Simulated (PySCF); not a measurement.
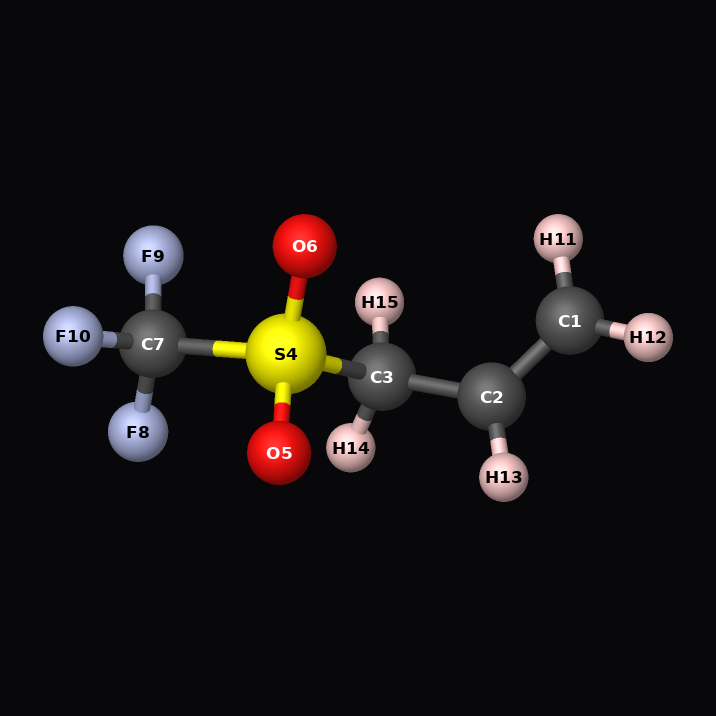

Every bond is drawn as one stick. The computed structure is the end point of a PBE0-D3(BJ)/def2-SVP optimisation. No frequency run is at hand to confirm it as a minimum. Method: PBE0/pcSseg-1 in chloroform (IEF-PCM) (PySCF 2.14.0).

Question. Which bond has the lowest Mayer bond order?

Answer. S4–C7, 0.74, at 1.866 Å.

List the Mayer bond orders of C1–C2, C1–H11, C1–H12, C2–C3, C2–H13, C3–S4, C3–H14, C3–H15, S4–O5, S4–O6, S4–C7, C7–F8, C7–F9, C7–F10.

| bond | Mayer order | length (Å) |
| --- | --- | --- |
| C1–C2 | 1.96 | 1.333 |
| C1–H11 | 0.95 | 1.094 |
| C1–H12 | 0.95 | 1.092 |
| C2–C3 | 1.03 | 1.492 |
| C2–H13 | 0.95 | 1.094 |
| C3–S4 | 0.84 | 1.805 |
| C3–H14 | 0.90 | 1.100 |
| C3–H15 | 0.91 | 1.099 |
| S4–O5 | 1.70 | 1.454 |
| S4–O6 | 1.71 | 1.452 |
| S4–C7 | 0.74 | 1.866 |
| C7–F8 | 1.00 | 1.326 |
| C7–F9 | 1.01 | 1.323 |
| C7–F10 | 1.04 | 1.314 |
